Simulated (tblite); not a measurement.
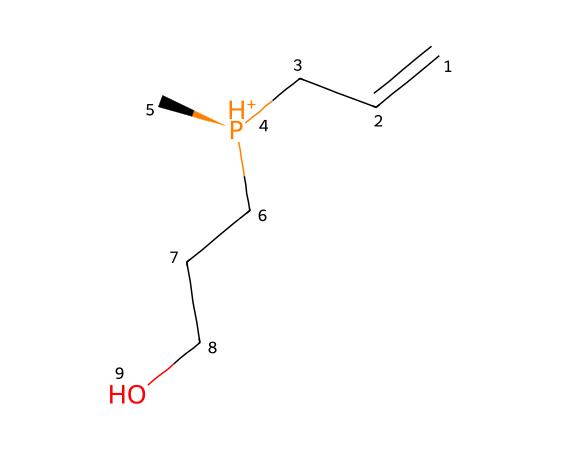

A structural formula, with wedges where it has stereocentres; small numbers name the atoms. The configuration is that of a computed structure (GFN2-xTB).

Question: Assign CIP descriptors.

Answer: P4: R.

Question: Write the isomeric SMILES.

Answer: C=CC[P@H+](C)CCCO
